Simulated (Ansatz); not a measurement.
Geometry relaxation, with input and output: Si3NH8F (part 1 of 2)

System: Si3NH8F.
Method: RKS PBE0-D4/def2-TZVP (Ansatz 0.2.0).

Figures and captions count atoms from 1; the log counts them from 0 in places.

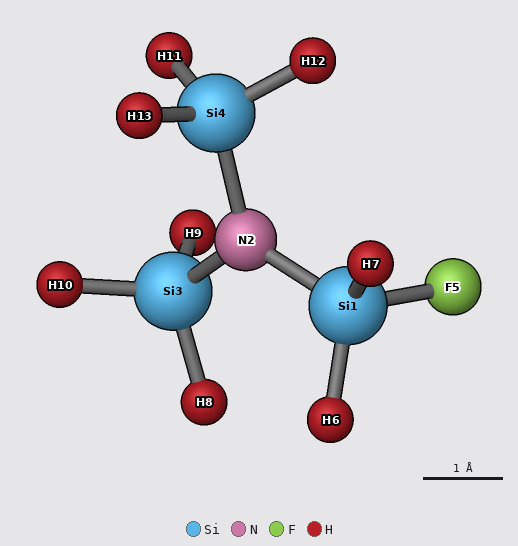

*The input geometry (ball-and-stick view, seen at an oblique angle; atoms are numbered from 1 in the order of the input).*

Bond lengths as drawn: F–Si 1.62 Å, H–Si 1.48 to 1.49 Å and N–Si 1.71 to 1.75 Å.

Summary:

| quantity | value |
| --- | --- |
| outcome | converged |
| total energy | −27962.0015 eV |
| mean-field energy | −27961.6976 eV |
| dispersion energy | −0.3039 eV |
| SCF solution under orbital rotations | stable |
| largest force (length of the vector) at the end | 0.001 eV/Å |
| dipole moment | 1.32 D |
| hardware | 4 CPU threads, shared host |
| wall time | 39 s (CPU time 31 s) |
| peak memory | 0.88 GiB |

Input file:
```yaml
crystal:
  periodic: [false, false, false]
  atoms:
    - {symbol: Si, position_ang: [-0.175586, 1.509811, 0.843370]}
    - {symbol: N, position_ang: [-0.494653, 0.102051, -0.065346]}
    - {symbol: Si, position_ang: [-1.090900, -1.363639, 0.674211]}
    - {symbol: Si, position_ang: [-0.118713, 0.058367, -1.774315]}
    - {symbol: F, position_ang: [1.292853, 1.426859, 1.511482]}
    - {symbol: H, position_ang: [-1.118102, 1.648882, 1.972014]}
    - {symbol: H, position_ang: [-0.149276, 2.688467, -0.049940]}
    - {symbol: H, position_ang: [-1.475630, -1.040104, 2.071577]}
    - {symbol: H, position_ang: [-0.054679, -2.425143, 0.670854]}
    - {symbol: H, position_ang: [-2.276450, -1.852309, -0.077748]}
    - {symbol: H, position_ang: [0.213744, -1.341662, -2.138688]}
    - {symbol: H, position_ang: [1.026249, 0.959587, -2.051183]}
    - {symbol: H, position_ang: [-1.288051, 0.498134, -2.579757]}
basis:
  gaussian: {orbitals: def2-TZVP}
hamiltonian: {xc: pbe0, dispersion: d4}
relax: {f_tol: 0.005, max_steps: 200}
```

Launch command:
```bash
ansatz run in.yaml --threads 4 --pin off --events-out ev --progress --plain --max-ram 66560MiB --backend cuda --devices 0, --max-vram 37GiB
```

Log:
```
Functional definition: PBE0
  name "PBE0"
  cite "Adamo & Barone, J. Chem. Phys. 110, 6158 (1999) doi:10.1063/1.478522"
  cite "Perdew, Burke & Ernzerhof, Phys. Rev. Lett. 77, 3865 (1996) doi:10.1103/PhysRevLett.77.3865"
  parent pbe
  parameter a = 0.25
  parameter kappa = 0.804
  parameter beta = 0.06672455060314922
  exchange = (1 - a)*pbe_x(kappa = kappa, mu = beta*pi^2/3) + a*exact_x
  correlation = pbe_c(beta = beta)
1467 factors; their error is unknown
mean field evaluation 1: about -27954.5093 eV, gradient 6.4e1 eV
mean field evaluation 2: about -27941.0477 eV, gradient 9.8e1 eV
mean field evaluation 4: about -27961.5126 eV, gradient 6.4e0 eV
mean field evaluation 8: about -27961.5729 eV, gradient 3.4e-2 eV
mean field evaluation 16: about -27961.6866 eV, gradient 2.1e-5 eV
mean field -27961.68661182 eV, -1027.5730298724 hartree, gradient 2.1e-5 eV, S^2 0.000000; 0 other end points of the search recorded, 0 dependent functions left out
the calculation of the forces begins
reference -27961.68665105 eV, -1027.5730313140 hartree; 33, 33 occupied and 188, 188 virtual orbitals, 1467 factors
relax step   1: F+E_penalty+E_count = -27961.99055307 eV  Δ(F+E_penalty+E_count) = +0.000e0 eV  max|allowed force component| = 6.105e-1 eV/Å  Δτ_max = 0.0000 Å  (27 SCF iters, accepted)
these checks for a lower state are left out or cut short: starts, cluster_reference, orbital_swaps, neighbouring_geometries, increment
1467 factors; their error is unknown
mean field -27961.69224315 eV, -1027.5732368199 hartree, gradient 2.7e-5 eV, S^2 0.000000; 0 other end points of the search recorded, 0 dependent functions left out
[... from here on the field's lines of each further geometry are left out, up to the last ...]
relax step   2: F+E_penalty+E_count = -27961.99603979 eV  Δ(F+E_penalty+E_count) = -5.487e-3 eV  max|allowed force component| = 3.672e-1 eV/Å  Δτ_max = 0.0123 Å  (30 SCF iters, accepted)
relax step   3: F+E_penalty+E_count = -27961.99880222 eV  Δ(F+E_penalty+E_count) = -2.762e-3 eV  max|allowed force component| = 4.875e-2 eV/Å  Δτ_max = 0.0110 Å  (30 SCF iters, accepted)
relax step   4: F+E_penalty+E_count = -27961.99897724 eV  Δ(F+E_penalty+E_count) = -1.750e-4 eV  max|allowed force component| = 1.429e-2 eV/Å  Δτ_max = 0.0059 Å  (24 SCF iters, accepted)
relax step   5: F+E_penalty+E_count = -27961.99949562 eV  Δ(F+E_penalty+E_count) = -5.184e-4 eV  max|allowed force component| = 8.285e-3 eV/Å  Δτ_max = 0.0321 Å  (29 SCF iters, accepted)
relax step   6: F+E_penalty+E_count = -27961.99921578 eV  Δ(F+E_penalty+E_count) = +2.798e-4 eV  max|allowed force component| = 1.425e-1 eV/Å  Δτ_max = 0.1362 Å  (29 SCF iters, rejected (line search))
relax step   7: F+E_penalty+E_count = -27962.00018187 eV  Δ(F+E_penalty+E_count) = -6.862e-4 eV  max|allowed force component| = 2.100e-2 eV/Å  Δτ_max = 0.0665 Å  (29 SCF iters, accepted)
relax step   8: F+E_penalty+E_count = -27962.00018903 eV  Δ(F+E_penalty+E_count) = -7.157e-6 eV  max|allowed force component| = 8.704e-2 eV/Å  Δτ_max = 0.0791 Å  (29 SCF iters, accepted)
relax step   9: F+E_penalty+E_count = -27962.00052453 eV  Δ(F+E_penalty+E_count) = -3.355e-4 eV  max|allowed force component| = 5.377e-2 eV/Å  Δτ_max = 0.0181 Å  (29 SCF iters, accepted)
relax step  10: F+E_penalty+E_count = -27962.00067999 eV  Δ(F+E_penalty+E_count) = -1.555e-4 eV  max|allowed force component| = 2.514e-2 eV/Å  Δτ_max = 0.0086 Å  (30 SCF iters, accepted)
relax step  11: F+E_penalty+E_count = -27962.00092659 eV  Δ(F+E_penalty+E_count) = -2.466e-4 eV  max|allowed force component| = 7.576e-3 eV/Å  Δτ_max = 0.0329 Å  (28 SCF iters, accepted)
relax step  12: F+E_penalty+E_count = -27962.00078861 eV  Δ(F+E_penalty+E_count) = +1.380e-4 eV  max|allowed force component| = 7.789e-2 eV/Å  Δτ_max = 0.1146 Å  (28 SCF iters, rejected (line search))
relax step  13: F+E_penalty+E_count = -27962.00121330 eV  Δ(F+E_penalty+E_count) = -2.867e-4 eV  max|allowed force component| = 1.381e-2 eV/Å  Δτ_max = 0.0556 Å  (29 SCF iters, accepted)
relax step  14: F+E_penalty+E_count = -27962.00119243 eV  Δ(F+E_penalty+E_count) = +2.087e-5 eV  max|allowed force component| = 4.663e-2 eV/Å  Δτ_max = 0.0654 Å  (29 SCF iters, rejected (line search))
relax step  15: F+E_penalty+E_count = -27962.00133626 eV  Δ(F+E_penalty+E_count) = -1.230e-4 eV  max|allowed force component| = 1.363e-2 eV/Å  Δτ_max = 0.0318 Å  (29 SCF iters, accepted)
relax step  16: F+E_penalty+E_count = -27962.00136067 eV  Δ(F+E_penalty+E_count) = -2.441e-5 eV  max|allowed force component| = 1.993e-2 eV/Å  Δτ_max = 0.0477 Å  (29 SCF iters, accepted)
relax step  17: F+E_penalty+E_count = -27962.00140799 eV  Δ(F+E_penalty+E_count) = -4.732e-5 eV  max|allowed force component| = 1.560e-2 eV/Å  Δτ_max = 0.0040 Å  (23 SCF iters, accepted)
relax step  18: F+E_penalty+E_count = -27962.00143302 eV  Δ(F+E_penalty+E_count) = -2.503e-5 eV  max|allowed force component| = 4.461e-4 eV/Å  Δτ_max = 0.0041 Å  (23 SCF iters, accepted)
relax step  19: F+E_penalty+E_count = -27962.00143589 eV  Δ(F+E_penalty+E_count) = -2.865e-6 eV  max|allowed force component| = 1.098e-3 eV/Å  Δτ_max = 0.0071 Å  (22 SCF iters, accepted)
the calculation of the forces begins
reference -27961.69759066 eV, -1027.5734333372 hartree; 33, 33 occupied and 188, 188 virtual orbitals, 1467 factors
relax step  20: F+E_penalty+E_count = -27962.00143684 eV  Δ(F+E_penalty+E_count) = -9.572e-7 eV  max|allowed force component| = 8.403e-4 eV/Å  Δτ_max = 0.0057 Å  (23 SCF iters, accepted)
1467 factors; their error is unknown
mean field evaluation 160: about -27961.6976 eV, gradient 2.4e-3 eV
```

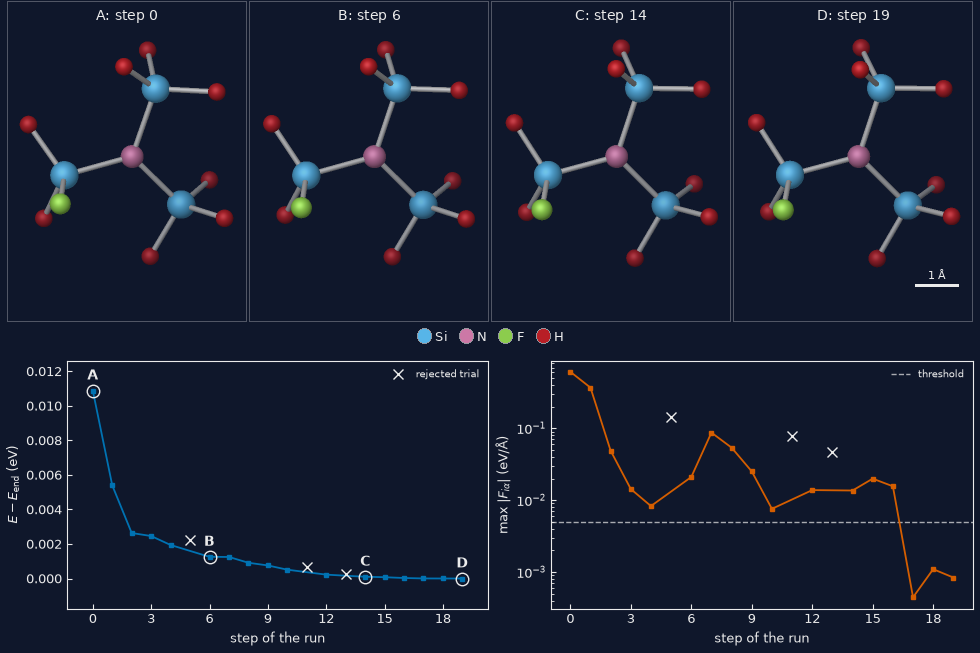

*Frames of the relaxation (ball-and-stick view, seen at a tilt) above the curves, on which the letters mark them (the first geometry is step 0 here and step 1 in the log).*

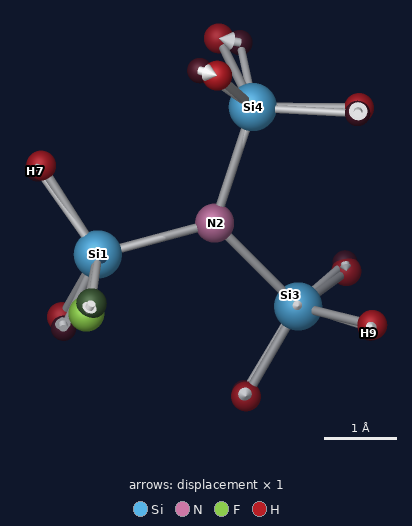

*Start (faint) and end (solid) with the displacements as white arrows, at true length (ball-and-stick view, seen at a tilt). The two geometries are laid on each other by the best rigid fit.*

H11 moves most after the best rigid fit: 0.34 Å. By element the largest moves are H 0.34 Å, F 0.22 Å, Si 0.09 Å, N 0.02 Å. Among the contacts that change: Si1–F5 1.615 → 1.599 Å, Si1–N2 1.706 → 1.713 Å. After 19 geometry steps the energy has fallen by 0.011 eV. The largest force component goes from 0.61 to 0.00084 eV/Å. The line search rejected the trial steps at points 5, 11, 13 (counted from 0) and went back. (Atoms are counted from 1 in the order of the input.)

```
mean field -27961.69755156 eV, -1027.5734319005 hartree, gradient 1.5e-5 eV, S^2 0.000000; 1 other end points of the search recorded, 0 dependent functions left out
the calculation of the forces begins
reference -27961.69759066 eV, -1027.5734333372 hartree; 33, 33 occupied and 188, 188 virtual orbitals, 1467 factors
Total energy: -27962.00147594 eV, -1027.5846009153 hartree
Atom 0 at    -0.226833     1.520447     0.838417 Å, force     0.000698     0.000170     0.000619 eV/Å
Atom 1 at    -0.474825     0.089490    -0.070473 Å, force     0.000035     0.000552    -0.000840 eV/Å
Atom 2 at    -1.002382    -1.386429     0.691874 Å, force     0.000384    -0.000154     0.000310 eV/Å
Atom 3 at    -0.136699     0.076770    -1.781262 Å, force     0.000278    -0.000488     0.000383 eV/Å
Atom 4 at     1.137393     1.449007     1.668956 Å, force    -0.000595    -0.000115    -0.000328 eV/Å
Atom 5 at    -1.304927     1.714267     1.831581 Å, force     0.000008     0.000175    -0.000077 eV/Å
Atom 6 at    -0.105879     2.653767    -0.108730 Å, force    -0.000104    -0.000017     0.000097 eV/Å
Atom 7 at    -1.298331    -1.075864     2.113760 Å, force    -0.000352     0.000059     0.000120 eV/Å
Atom 8 at     0.049243    -2.432608     0.619566 Å, force    -0.000193    -0.000167    -0.000287 eV/Å
Atom 9 at    -2.225149    -1.905184     0.024835 Å, force     0.000302    -0.000141    -0.000086 eV/Å
Atom 10 at    -0.113836    -1.344318    -2.216855 Å, force    -0.000402    -0.000215     0.000063 eV/Å
Atom 11 at     1.177385     0.710371    -2.057361 Å, force    -0.000005     0.000332    -0.000011 eV/Å
Atom 12 at    -1.184353     0.799585    -2.547778 Å, force    -0.000054     0.000009     0.000038 eV/Å
Dipole moment:    -0.213144    -0.050700    -0.166430 e Å
```

Trajectory as extended XYZ (Å, eV, eV/Å), 20 frames, from step=1 to step=20:
```
13
Properties=species:S:1:pos:R:3:forces:R:3 step=1 energy=-27961.99055
Si   -0.1756    1.5098    0.8434    0.6105   0.0638   0.3278
N    -0.4947    0.1021   -0.0653   -0.0468  -0.1926  -0.1746
Si   -1.0909   -1.3636    0.6742   -0.0141   0.1333   0.0099
Si   -0.1187    0.0584   -1.7743   -0.1198   0.0862   0.1265
F     1.2929    1.4269    1.5115   -0.3961   0.0396  -0.1629
H    -1.1181    1.6489    1.9720   -0.0664  -0.0072  -0.0241
H    -0.1493    2.6885   -0.0499   -0.0525   0.0031  -0.0403
H    -1.4756   -1.0401    2.0716    0.0019  -0.0227  -0.0083
H    -0.0547   -2.4251    0.6709    0.0110  -0.0261  -0.0050
H    -2.2765   -1.8523   -0.0777    0.0080  -0.0248  -0.0014
H     0.2137   -1.3417   -2.1387    0.0207  -0.0231  -0.0103
H     1.0262    0.9596   -2.0512    0.0232  -0.0159  -0.0117
H    -1.2881    0.4981   -2.5798    0.0205  -0.0137  -0.0255
13
Properties=species:S:1:pos:R:3:forces:R:3 step=2 energy=-27961.99604
Si   -0.1641    1.5091    0.8478    0.3672   0.0650   0.2175
N    -0.4891    0.1014   -0.0636   -0.0518  -0.1192  -0.1245
Si   -1.0915   -1.3602    0.6767    0.0179   0.0398  -0.0119
Si   -0.1262    0.0637   -1.7738   -0.0143   0.0051   0.0762
F     1.2964    1.4301    1.5211   -0.2917   0.0286  -0.1228
H    -1.1239    1.6481    1.9633   -0.0191  -0.0072  -0.0089
H    -0.1506    2.6842   -0.0524   -0.0094  -0.0046  -0.0176
H    -1.4777   -1.0431    2.0745   -0.0011  -0.0012  -0.0063
H    -0.0580   -2.4259    0.6728    0.0089  -0.0086   0.0049
H    -2.2722   -1.8570   -0.0779   -0.0032   0.0049  -0.0011
H     0.2128   -1.3355   -2.1400   -0.0053  -0.0138  -0.0081
H     1.0262    0.9550   -2.0550   -0.0016   0.0085  -0.0032
H    -1.2913    0.4993   -2.5870    0.0035   0.0028   0.0059
13
Properties=species:S:1:pos:R:3:forces:R:3 step=3 energy=-27961.99880
Si   -0.1557    1.5090    0.8510   -0.0487   0.0134  -0.0095
N    -0.4857    0.0991   -0.0640    0.0010  -0.0147  -0.0110
Si   -1.0881   -1.3601    0.6762    0.0035  -0.0003  -0.0043
Si   -0.1279    0.0638   -1.7718    0.0020  -0.0018   0.0057
F     1.2892    1.4332    1.5289    0.0408   0.0018   0.0231
H    -1.1296    1.6471    1.9554    0.0024   0.0010  -0.0060
H    -0.1450    2.6786   -0.0576    0.0055  -0.0047   0.0007
H    -1.4778   -1.0427    2.0726    0.0008   0.0019   0.0057
H    -0.0548   -2.4273    0.6767   -0.0048   0.0009   0.0021
H    -2.2694   -1.8548   -0.0791    0.0029  -0.0034  -0.0013
H     0.2052   -1.3368   -2.1436   -0.0003   0.0070  -0.0036
H     1.0232    0.9566   -2.0557    0.0023  -0.0052  -0.0026
H    -1.2927    0.5036   -2.5825   -0.0074   0.0039   0.0010
13
Properties=species:S:1:pos:R:3:forces:R:3 step=4 energy=-27961.99898
Si   -0.1559    1.5092    0.8512   -0.0143  -0.0024  -0.0055
N    -0.4832    0.0978   -0.0638    0.0024  -0.0002   0.0017
Si   -1.0870   -1.3606    0.6766    0.0050  -0.0031   0.0006
Si   -0.1288    0.0643   -1.7722    0.0041  -0.0001  -0.0012
F     1.2878    1.4347    1.5344    0.0062   0.0004   0.0068
H    -1.1329    1.6487    1.9522    0.0002   0.0013  -0.0033
H    -0.1416    2.6771   -0.0593    0.0038  -0.0025  -0.0003
H    -1.4768   -1.0423    2.0729   -0.0012   0.0015   0.0008
H    -0.0550   -2.4289    0.6789    0.0000   0.0006   0.0014
H    -2.2672   -1.8563   -0.0798    0.0004   0.0004   0.0000
H     0.2027   -1.3355   -2.1474   -0.0038   0.0014  -0.0017
H     1.0240    0.9543   -2.0577   -0.0006  -0.0005  -0.0015
H    -1.2953    0.5068   -2.5794   -0.0021   0.0033   0.0022
13
Properties=species:S:1:pos:R:3:forces:R:3 step=5 energy=-27961.99950
Si   -0.1592    1.5087    0.8503   -0.0028   0.0044   0.0083
N    -0.4786    0.0958   -0.0644    0.0042   0.0004  -0.0027
Si   -1.0766   -1.3636    0.6785   -0.0008  -0.0016   0.0008
Si   -0.1335    0.0670   -1.7747   -0.0026  -0.0026   0.0081
F     1.2713    1.4293    1.5608   -0.0017  -0.0025  -0.0007
H    -1.1537    1.6607    1.9338   -0.0022   0.0019  -0.0016
H    -0.1218    2.6712   -0.0662    0.0021   0.0013  -0.0032
H    -1.4680   -1.0424    2.0741    0.0010  -0.0004  -0.0026
H    -0.0404   -2.4274    0.6841    0.0020  -0.0022   0.0012
H    -2.2550   -1.8655   -0.0767    0.0012   0.0000   0.0015
H     0.1722   -1.3365   -2.1572   -0.0009  -0.0023  -0.0052
H     1.0316    0.9395   -2.0637    0.0021  -0.0004  -0.0019
H    -1.2975    0.5326   -2.5722   -0.0016   0.0038  -0.0019
```
